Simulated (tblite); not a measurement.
**Polarizability calculation, with input and output: C2H3AlF2**

- system: C2H3AlF2
- method: GFN1-xTB, R-SCC (tblite 0.8.0)

The geometry comes from this level: GFN2-xTB.

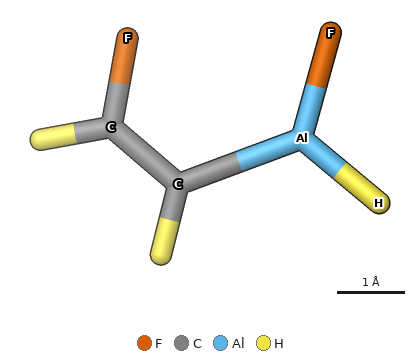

Fig. 1: The structure (stick view, seen on its broad side). Sticks mark near contacts. Bond lengths as drawn: Al–C 1.98 Å, Al–F 1.64 Å, Al–H 1.52 Å, C–C 1.33 Å, C–F 1.35 Å and C–H 1.09 Å.

## The input (run.py)
```python
# GFN1-xTB finite-field polarizability
import json
import numpy as np
from tblite.interface import Calculator
from tblite.library import ffi
from tblite.interface import symbols_to_numbers

symbols = list(map(str, np.loadtxt("geom.xyz", skiprows=2, usecols=0, dtype=str, ndmin=1)))
numbers = np.array(symbols_to_numbers(symbols))
positions = np.loadtxt("geom.xyz", skiprows=2, usecols=(1, 2, 3), ndmin=2) / 0.5291772

def dipole(field):
    xtb = Calculator("GFN1-xTB", numbers, positions, charge=0, uhf=0)
    xtb.set("verbosity", 0)
    xtb.set("accuracy", 0.01)
    xtb.add("electric-field", ffi.new("double[3]", list(field)))
    return xtb.singlepoint()

F = 0.001  # field step, atomic units
wfn = dipole([0.0, 0.0, 0.0])
alpha = np.array([(dipole(F * v).get('dipole') - dipole(-F * v).get('dipole')) / (2 * F) for v in np.eye(3)])
print(f"E = {wfn.get('energy'):.8f} Eh")
print("polarizability tensor (bohr^3)")
for row in alpha:
    print("".join(f"{v:12.4f}" for v in row))
w = np.linalg.eigvalsh((alpha + alpha.T) / 2)
print("principal values", np.round(w, 3), " isotropic %.3f" % w.mean())
out = {k: np.asarray(wfn.get(k)).tolist() for k in ("energy", "gradient", "charges", "dipole", "orbital-energies", "orbital-occupations")}
out.update(symbols=symbols, positions=(positions * 0.529177210903).tolist(), alpha=alpha.tolist())
json.dump(out, open("results.json", "w"))
```

## File geom.xyz
```
8

F     -0.408800     1.340980     1.287530
C      0.507890     0.353230     1.264510
C      0.578770    -0.458610     0.218190
Al    -0.674720    -0.200620    -1.297730
F     -1.836910     0.956260    -1.402490
H      1.103980     0.360820     2.171510
H      1.338490    -1.231980     0.263340
H     -0.608700    -1.120080    -2.504860
```

Command:
```bash
python run.py
```

## The program's output
```
E = -17.44090718 Eh
polarizability tensor (bohr^3)
     30.5972     -3.1536      7.1170
     -3.1534     32.9862      9.6041
      7.1171      9.6038     47.2131
principal values [22.883 34.711 53.203]  isotropic 36.932
```

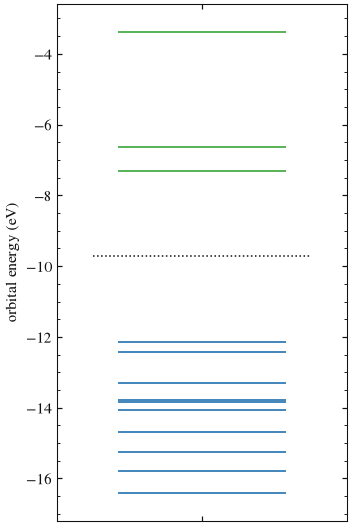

Fig. 2: Orbital energies near the frontier; the dotted line parts filled from empty levels, and levels within 0.02 eV of each other stand side by side. Highest filled −12.13 eV, lowest empty −7.32 eV, 4.81 eV apart.

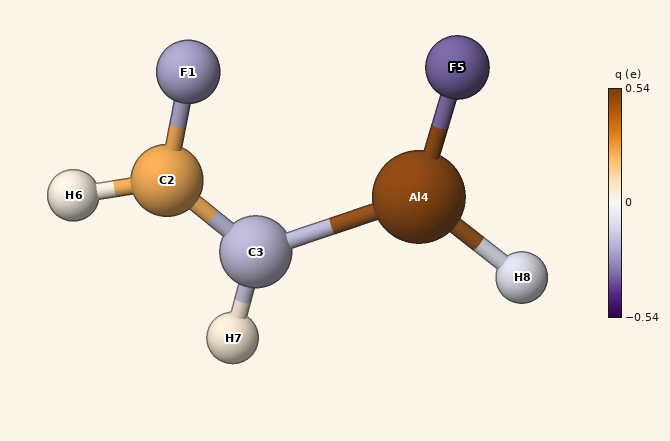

Fig. 3: Mulliken charges, as the colour of each atom (ball-and-stick view, seen at a tilt; atoms are numbered from 1 in the order of the input). By element: F −0.34 to −0.22, C −0.20 to +0.25, Al +0.51 and H −0.09 to +0.06 e.

## Results in brief

```csv
quantity,value
outcome,converged
total energy,−17.440907 hartree
basis functions,31
largest force,0.804 eV/Å
HOMO,−12.13 eV
LUMO,−7.32 eV
dipole moment,3.84 D
hardware,"1 thread of Intel Xeon @ 2.50GHz (Skylake/Cascade Lake), 189 GiB of memory available, shared host"
wall time,0.71 s
peak memory,0.066 GiB
```
